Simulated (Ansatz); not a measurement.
# How C absorbs and reflects light

Wanted: where C starts to absorb, how strongly, and its refractive index.

Calculated with Ansatz 0.2.0; DFT, PBE, plane-wave PAW, default files, scalar-relativistic, independent-particle optical response without local fields.

## Step 1: Set-up

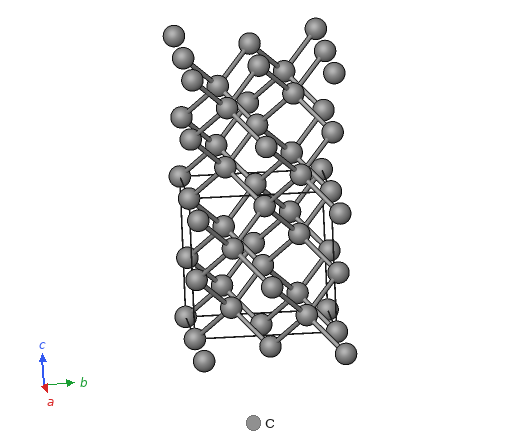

The starting structure, seen slightly off an axis (carbon grey). 2×1×2 cells are drawn. This picture shows the conventional cell, with its axes. Bonds to atoms that aren't drawn are left out. Some periodic images of atoms are drawn too.

## Step 2: Ground state and bands

First the ground state: is it a metal or has it a gap?

This step: DFT, PBE, plane-wave PAW, default files, scalar-relativistic, ground state (Ansatz 0.2.0).

Contents of input.yaml:

```yaml
crystal:
  lattice:
    - [0.0, 1.78337, 1.78337]
    - [1.78337, 0.0, 1.78337]
    - [1.78337, 1.78337, 0.0]
  atoms:
    - { symbol: C, position: [0.75, 0.75, 0.75] }
    - { symbol: C, position: [0.5, 0.5, 0.5] }
kpoints:
  mp_grid: { grid: [11, 11, 11] }
  band_path:
    path:
      - [[0.0, 0.0, 0.0], [0.5, 0.0, 0.5], [0.5, 0.25, 0.75], [0.375, 0.375, 0.75], [0.0, 0.0, 0.0], [0.5, 0.5, 0.5], [0.625, 0.25, 0.625], [0.5, 0.25, 0.75], [0.5, 0.5, 0.5], [0.375, 0.375, 0.75]]
      - [[0.625, 0.25, 0.625], [0.5, 0.0, 0.5]]
    npoints: 6
scf:
  occupations: { method: fermi_dirac, width: 0.05 }
  n_extra_bands: 6
hamiltonian:
  xc: pbe
  pseudopotentials: { kind: paw }
output:
  forces: true
  stress: true
  populations: true
  write_bands: true
  write_density: true
  write_potential: true
  elf: true
  volumetric_format: npy
```

Started as:

```bash
$ ansatz run input.yaml --threads 4 --pin off --max-ram 8192MiB --backend cpu --events-out ev --progress --plain --runs-dir out
```

Numbers of over 12 decimals in the logs are rounded to 6 here.

The log of the run:

```text
scf.n_extra_bands = 6 over 4 filled bands (N_el = 8.0): the run solves 10 bands
Engine: ansatz 0.2.0, x86_64-unknown-linux-gnu
Pseudopotentials: kind: paw
Pseudopotential: C, paw, valence charge 4, recommended cutoff 420 eV (normal), C.paw.azcp
Functional definition: PBE
  parameter kappa = 0.804
  parameter beta = 0.066725
  exchange = pbe_x(kappa = kappa, mu = beta*pi^2/3)
  correlation = pbe_c(beta = beta)
Crystal: 2 atoms, lattice volume = 11.344 Å³
Basis set: ecut = 420 eV, 229 PW (Γ), exchange–correlation on 36×36×36 points (8 copies of the dense FFT grid, shifted against one another)
Bands: 10, of which v1, the nominal top of the filled ones, is band 4 counted from 1 (3 counted from 0)
Symmetry: 48 space group operations
Space group: Fd-3m (ITA 227), of the structure as read, at distance tolerance 2.2e-5 Å
k-points: 56 of 1331
Non-local potential: C, projectors of the file, l = 0: 2, l = 1: 2, l = 2: 1
PAW form: soft (Blöchl's): semilocal exchange-correlation on the pseudo side does not see the compensation charge
PAW one-centre angular grid: C, 110 points (default); XC on 64 Gauss nodes
Initial density: superposition of atomic densities (neutral atoms: chi_scale 0, normalization atom), corrected by the library's trained network
Initial wavefunctions: pseudopotential atomic-orbital guess
Functional: x = pbe(κ = 0.804, μ = 0.219515), c = pbe(β = 0.066725)
SCF iter   1: F=—  HF=-501.615361 eV  |F-HF|=—  |Δ(HF+E_count)|=         —  Δρ=1.73e-3  dr2=8.24e-5  ethr=1.77e-3  ⟨swp⟩=4.8  Hψ=3235  notcnv=0  defer=2
preconditioner: auto → none  [insulator: Δε(μ)=4.144 eV  Ē_g=23.214 eV  σ=0.050 eV  W_gap=1.00  n_scr=0 (ndim 8)  ℏωp=31.2 eV  f_vac=0.000  D(μ)=0.00/eV (n_scr^D=0)  ε∞_Penn≈2.8]
SCF iter   2: F=—  HF=-501.615426 eV  |F-HF|=—  |Δ(HF+E_count)|=   6.52e-5  Δρ=9.31e-4  dr2=2.95e-5  ethr=1.03e-6  ⟨swp⟩=2.1  Hψ=1209  notcnv=0  defer=30
SCF iter   3: F=—  HF=-501.615477 eV  |F-HF|=—  |Δ(HF+E_count)|=   5.11e-5  Δρ=2.23e-4  dr2=3.85e-6  ethr=3.68e-7  ⟨swp⟩=2.0  Hψ=678  notcnv=0  defer=30
SCF iter   4: F=—  HF=-501.615476 eV  |F-HF|=—  |Δ(HF+E_count)|=   1.15e-6  Δρ=8.79e-5  dr2=5.97e-7  ethr=4.81e-8  ⟨swp⟩=1.6  Hψ=546  notcnv=0  defer=30
iter 5 did not close the SCF: its close was put off for the readings that it lacked (scf_convergence_deferred on its scf_iter line)
SCF iter   5: F=-501.615476 eV  HF=-501.615476 eV  |F-HF|=4.39e-10  |Δ(HF+E_count)|=   2.03e-7  Δρ=2.23e-6  dr2=1.77e-10  ethr=7.46e-9  ⟨swp⟩=2.4  Hψ=684  notcnv=0  defer=30
SCF iter   6: F=-501.615476 eV  HF=-501.615476 eV  |F-HF|=8.75e-12  |Δ(HF+E_count)|=  4.96e-10  Δρ=4.68e-7  dr2=2.19e-11  ethr=2.22e-12  ⟨swp⟩=6.4  Hψ=2799  notcnv=0
SCF 1 converged in 6 iterations: F = -501.615476 eV  dr2 = 2.19e-11
  greatest PAW one-centre occupation: 0.644 electrons in one spin orbital (limit 2), on the C atom at site 1 (counted from 0), in its partial waves of l = 0
NSCF: frozen V_eff on 62 k-points
SCF converged after 6 iterations
Free energy (F): -501.615476 eV
Harris-Foulkes:  -501.615476 eV  (|F-HF|=8.75e-12)
Internal energy: -501.615476 eV  (E = F + TS)
E sigma→0 (E₀):  -501.615476 eV
Fermi energy:    15.366689 eV
--- Per-component energies (eV) ---
  E_band       = 34.706679
  E_kinetic    = 184.535915
  E_local      = -122.400120  (includes V_loc(G=0)·N_el)
  E_nonlocal   = 53.316545
  E_hartree    = 26.768518
  E_xc         = -97.431391
  E_vxc        = -120.957094  (∫ρ·V_xc dr)
  E_paw        = -198.443597  (= ΣΔE_a)
  E_vpaw       = -13.325661  (= ΣTr[D̂ρ^β])
  E_aug_tail   = 0.000018  (compensation charges beyond the density's cutoff)
  E_ewald      = -347.961363
  E_smearing   = -0.000000  (= −TS)
  E_closure    = 0.000000  (closes the sum)
  Σ components = -501.615476   (vs F -501.615476, Δ=0.00e0)
--- Forces (eV/Å), atoms counted from 1 ---
  atom   1  C     -0.00000000     0.00000000    -0.00000000
  atom   2  C     -0.00000000     0.00000000    -0.00000000
  max |Σ_I F_I| component: 1.30e-16 eV/Å
--- Stress (GPa, compression-positive) ---
        1.772141       0.000000      -0.000000
       -0.000000       1.772141       0.000000
        0.000000      -0.000000       1.772141
  P = ⅓ Tr σ = 1.7721 GPa (17.721 kbar)
--- Band table (eV; the first three rows and the last of 56) ---
  k-point 0: bands = ["-8.1626", "13.3165", "13.3165", "13.3165", "18.9104", "18.9104", "18.9104", "26.5945", "32.5704", "39.8360"]
  k-point 1: bands = ["-7.9338", "11.8896", "12.9387", "12.9387", "19.4055", "19.4055", "19.7282", "26.7927", "32.9469", "37.5178"]
  k-point 2: bands = ["-7.2511", "9.0504", "12.1532", "12.1532", "20.4251", "20.4251", "20.8734", "27.3559", "33.6726", "35.9435"]
  k-point 55: bands = ["0.6519", "1.8260", "4.4047", "5.9885", "22.4582", "24.6234", "25.9138", "26.2991", "33.3759", "35.6722"]
--- Löwdin populations: 2 sites ---
  site symbol       q [e]
     0      C      3.9861
     1      C      3.9861
  spilling = 0.003486 (of n_electrons = 8.000000)
```

Elapsed: 0.3 s, on 4 threads of Intel Xeon Platinum 8488C (Sapphire Rapids), shared host; peak memory 0.39 GiB; 0.71 s of CPU time.

In the SCF lines HF is the Harris–Foulkes energy and dr2 the Hartree energy of the density residual, in eV; the loop may stop once dr2 is under the threshold and the program's other checks hold. Hψ counts applications of the Hamiltonian.

This step gave:

* free energy: -501.6155 eV
* Fermi energy: 15.37 eV
* gap by band count: 4.136 eV
* electrons: 8
* symmetry operations: 48
* pressure: 1.772 GPa
* gap on the k-mesh: 4.136 eV
* volume: 11.34 Å³
* gap on the path: 4.160 eV
* least direct gap on the path: 5.594 eV

There is a gap, 4.16 eV on the path, so no carriers' term is needed. The cell is left with a pressure of 1.8 GPa, as it stands unrelaxed at this level.

The electronic bands at the labelled points (eV, zero at the Fermi level; v1 is the highest filled band, c1 the lowest empty one):

| point | v3 | v2 | v1 | c1 | c2 | c3 | c4 |
| --- | --- | --- | --- | --- | --- | --- | --- |
| Γ | -2.05 | -2.05 | -2.05 | 3.54 | 3.54 | 3.54 | 11.23 |
| X | -14.82 | -8.36 | -8.36 | 2.72 | 2.72 | 14.75 | 14.75 |
| W | -14.03 | -10.38 | -10.38 | 8.57 | 8.57 | 10.25 | 10.25 |
| K | -13.79 | -11.37 | -7.42 | 3.63 | 8.69 | 12.31 | 13.56 |
| Γ | -2.05 | -2.05 | -2.05 | 3.54 | 3.54 | 3.54 | 11.23 |
| L | -15.43 | -4.86 | -4.86 | 6.42 | 6.42 | 6.78 | 13.63 |
| U | -13.79 | -11.37 | -7.42 | 3.63 | 8.69 | 12.31 | 13.56 |
| W | -14.03 | -10.38 | -10.38 | 8.57 | 8.57 | 10.25 | 10.25 |
| L | -15.43 | -4.86 | -4.86 | 6.42 | 6.42 | 6.78 | 13.63 |
| K | -13.79 | -11.37 | -7.42 | 3.63 | 8.69 | 12.31 | 13.56 |
| jump to U | -13.79 | -11.37 | -7.42 | 3.63 | 8.69 | 12.31 | 13.56 |
| X | -14.82 | -8.36 | -8.36 | 2.72 | 2.72 | 14.75 | 14.75 |

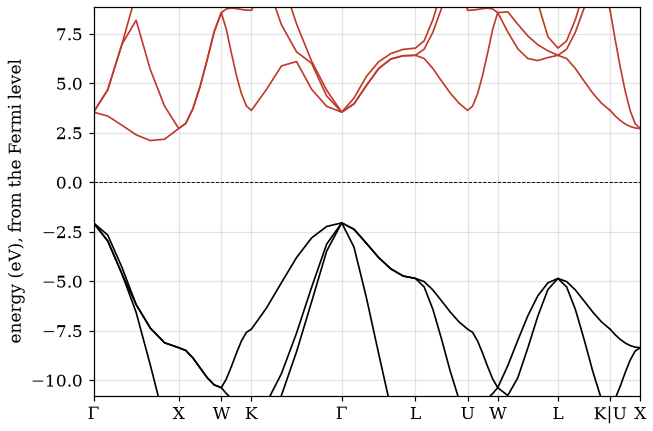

Electronic bands along the path; lines of filled and empty bands in two colours.

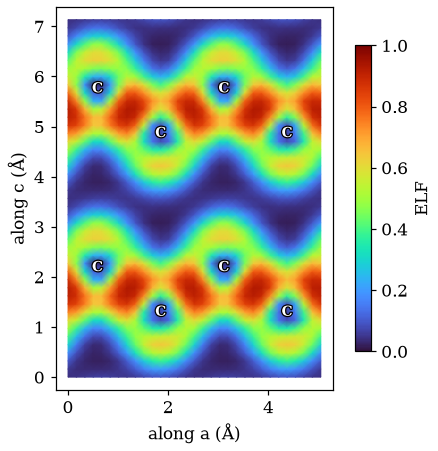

ELF in the ac plane of a cell with a along [110], b along [-110] and c along [001] of the cube at fractional y = 0.000, with atoms of C within 0.2 Å of it. It is the smooth field of the valence electrons, not physical close to the nuclei. The map starts off the cell's origin, so that atoms lie inside it.

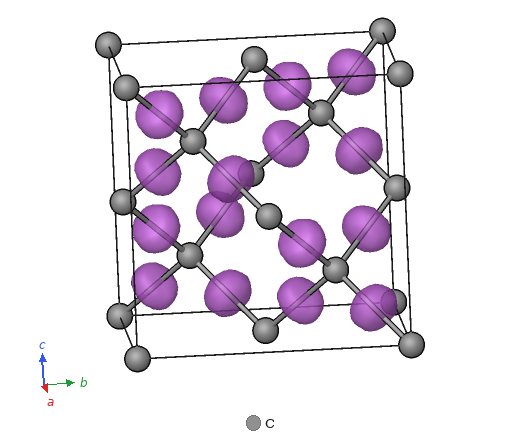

Surface of ELF = 0.85. Bonds to atoms that aren't drawn are left out.

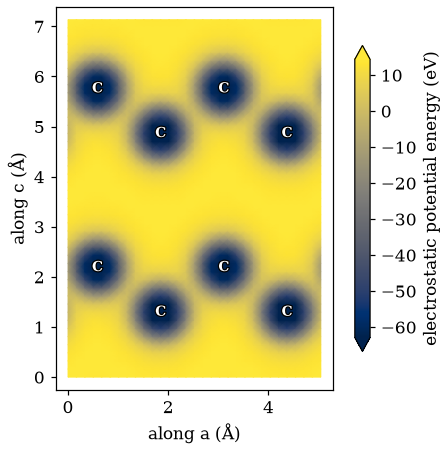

Electrostatic potential energy in the ac plane of a cell with a along [110], b along [-110] and c along [001] of the cube at fractional y = 0.000, with atoms of C within 0.2 Å of it. With pseudopotentials it is smooth inside the atoms' cores, unlike the true potential. The map starts off the cell's origin, so that atoms lie inside it.

## Step 3: Spectrum

The spectrum is a sum over vertical transitions between filled and empty bands at the fixed density, so many empty bands are needed.

This step: DFT, PBE, plane-wave PAW, default files, scalar-relativistic, independent-particle optical response without local fields (Ansatz 0.2.0).

input.yaml, the sections that differ from step 2:

```yaml
kpoints:
  mp_grid: { grid: [11, 11, 11] }
scf:
  occupations: { method: fixed }
output:
  optics:
    e_range: [0, 20]
    de: 0.05
    sigma: 0.15
    nscf_kmesh: { grid: [12, 12, 12] }
    bands: { spectra_wanted_up_to: 20 }
# crystal, hamiltonian: as in step 2
```

The log of the run:

```text
[...]
Crystal: 2 atoms, lattice volume = 11.344 Å³
Basis set: ecut = 420 eV, 229 PW (Γ)
Bands: 8, of which v1, the nominal top of the filled ones, is band 4 counted from 1 (3 counted from 0)
Symmetry: 48 space group operations
[...]
k-points: 56 of 1331
[...]
SCF iter   1: F=—  HF=-501.615339 eV  |F-HF|=—  |Δ(HF+E_count)|=         —  Δρ=1.77e-3  dr2=9.64e-5  ethr=1.77e-3  ⟨swp⟩=3.9  Hψ=2647  notcnv=0  defer=88
[...]
SCF iter   7: F=-501.615474 eV  HF=-501.615474 eV  |F-HF|=1.14e-13  |Δ(HF+E_count)|=  2.61e-12  Δρ=6.44e-8  dr2=3.05e-13  ethr=1.00e-12  ⟨swp⟩=3.1  Hψ=1580  notcnv=0
SCF 1 converged in 7 iterations: F = -501.615474 eV  dr2 = 3.05e-13
[...]
NSCF: frozen V_eff on 72 k-points
[...]
output.optics: what the bands over the 13 summed would add to eps1, eps2 and the energy-loss function is held between a lower and an upper bound (4 Lanczos steps). eps1, eps2 and their loss function (loss_summed_bands) are given on every row as the summed bands alone make them. Along an axis, on a row where the two bounds hold the loss function to about 1 % of the greater of itself and 0.5 % of |1/eps|, its cell (loss_completed) is given, with the completed eps1 and eps2 that it is formed of (a cell that is left empty reads nan in the table and null in the record). The two bounds hold it so along every axis on all 401 rows up to 20.000 eV. [rest of the remark cut]
SCF converged after 7 iterations
Free energy (F): -501.615474 eV
[...]
Internal energy: -501.615474 eV  (E = F + TS)
E sigma→0 (E₀):  -501.615474 eV
Fermi energy:    13.316472 eV
[...]
--- Band table (eV; the first three rows and the last of 56) ---
[...]
```

Run time: 1.5 s. Hardware: 4 threads; peak memory 0.52 GiB; 4.8 s of CPU time.

This step gave:

* electronic dielectric constant ε∞, mean over x, y and z (by symmetry where fewer were run): 5.958
* absorption onset, first axis (α over 10⁴ cm⁻¹, or the direct gap if that lies higher): 5.594 eV
* main peak of Im epsilon, first axis: 11.13 eV
* least direct gap on the mesh: 5.594 eV
* bands summed: 13
* spectra valid up to: 27.04 eV
* program's estimate of the k-sum error in Im epsilon: 0.16 %
* electrons in the f-sum: 6.918

The Im ε, any direction has structure finer than the step of the table below, so its rows give means over 1 eV, whole bins alone (the curve runs from 0 to 20 eV). Peaks (eV: height): 11.2: 31.2.

Im ε, any direction against photon energy; means over each step:

```csv
photon energy (eV),"Im ε, any direction"
4,0
5,0.00730
6,1.68
7,3.10
8,4.01
9,5.26
10,7.75
11,20.6
12,12.4
13,7.31
14,5.64
15,4.40
16,3.34
17,2.44
18,1.81
19,1.33
```

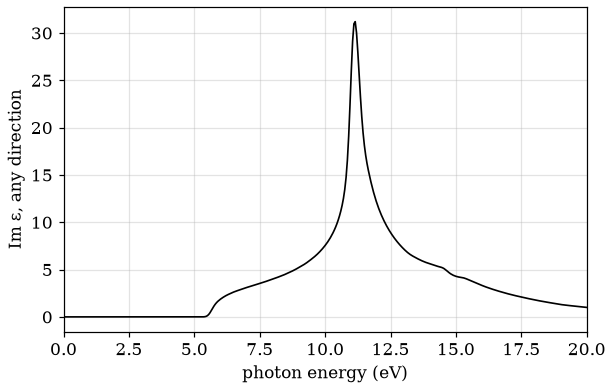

Im ε, any direction, plotted against photon energy.

Table of Re ε, any direction by photon energy:

```csv
photon energy (eV),"Re ε, any direction"
0,5.96
2,6.15
4,6.89
6,9.38
8,9.08
10,11.3
12,-5.54
14,-3.23
16,-2.98
18,-2.12
20,-1.22
```

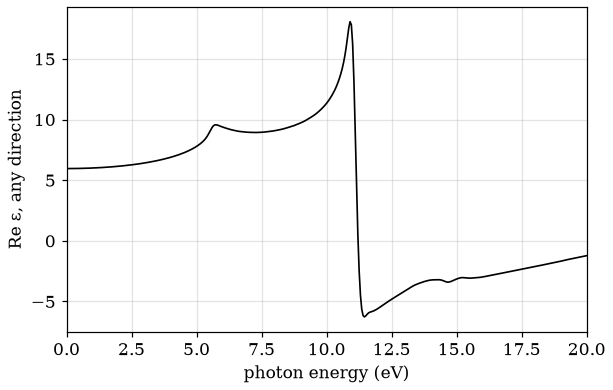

Re ε, any direction, plotted against photon energy.

The refractive index n and extinction k by photon energy:

| photon energy (eV) | n | k |
| --- | --- | --- |
| 0 | 2.44 | 0 |
| 2 | 2.48 | 0 |
| 4 | 2.62 | 0 |
| 6 | 3.08 | 0.305 |
| 8 | 3.08 | 0.648 |
| 10 | 3.53 | 1.07 |
| 12 | 1.94 | 3.05 |
| 14 | 1.27 | 2.20 |
| 16 | 0.861 | 1.93 |
| 18 | 0.575 | 1.57 |
| 20 | 0.423 | 1.18 |

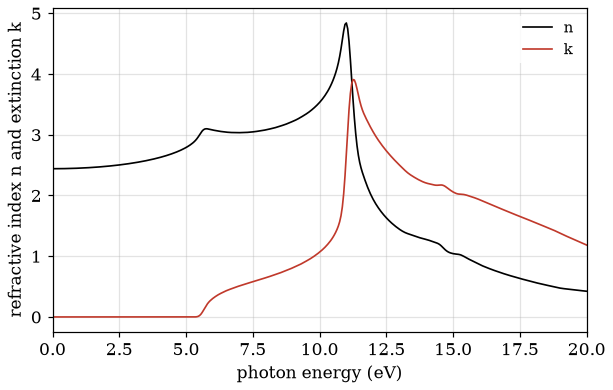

Refractive index n and extinction k, plotted against photon energy.

Values under 1 per cm are given as 1. Absorption coefficient, any direction against photon energy:

```csv
photon energy (eV),"absorption coefficient, any direction (1/cm)"
0.00,1
2.00,1
4.00,1
6.00,1.9e5
8.00,5.3e5
10.00,1.1e6
12.00,3.7e6
14.00,3.1e6
16.00,3.1e6
18.00,2.9e6
20.00,2.4e6
```

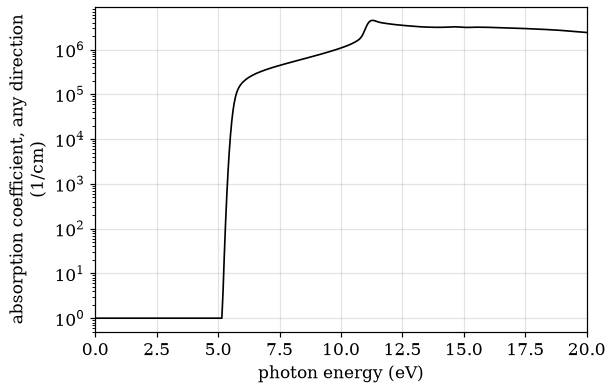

Absorption coefficient, any direction, plotted against photon energy.

The reflectivity at normal incidence, any direction has structure finer than the step of the table below, so its rows give means over 2 eV, whole bins alone (the curve runs from 0 to 20 eV). Peaks (eV: height): 11.3: 60.9.

Reflectivity at normal incidence, any direction against photon energy; means over each step:

```
photon energy (eV)  reflectivity at normal incidence, any direction (%)
                 2                                                 18.1
                 4                                                 20.2
                 6                                                 25.6
                 8                                                 28.0
                10                                                 36.5
                12                                                 56.6
                14                                                 50.3
                16                                                 51.7
                18                                                 53.3
```

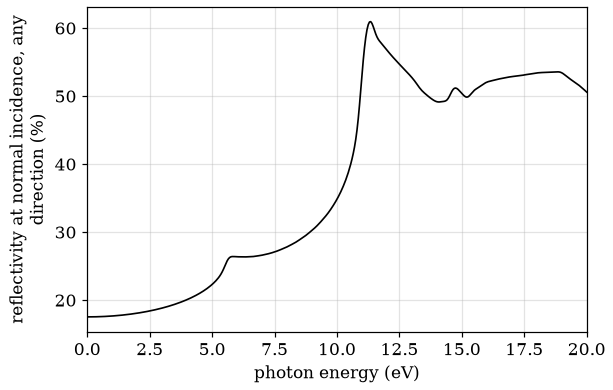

Reflectivity at normal incidence, any direction, plotted against photon energy.

(Part 1 of 2 ends here.)

[Logs are printed without paths, hosts, clocks, repeated set-up lines and the standing remarks that a program may print on its own settings, such as how far it seeks lower states.]

[Hosts, paths, dates, database ids (printed as entryN), source tags and the programs' standing remarks are cut or masked in the printed files.]
